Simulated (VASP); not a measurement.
Band structure of CuAu (L1_0). These are PBE GGA with D4 dispersion, VASP's PBE PAW potentials (set 64) (plane waves; VASP 6.6.1) values and carry that method's errors.

Unless said otherwise, spin-orbit coupling is left out, though it shifts the bands of the heavy elements here.

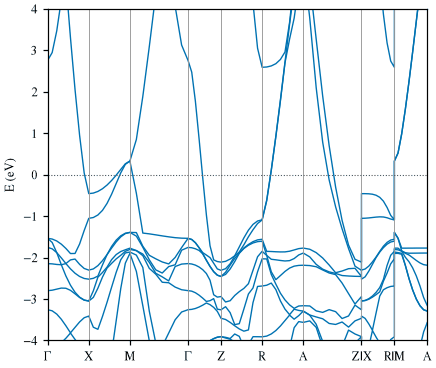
Figure: Bands along high-symmetry lines, zero at the valence-band maximum or, without a gap, the Fermi level

**Question.** Read the plot: is there a gap, and where are the band edges?

**Answer.** It has no gap at this level: it comes out as a metal or semimetal. (Edges off the drawn lines would not show.)

The compound is CuAu in the L1_0 structure. It was relaxed first.
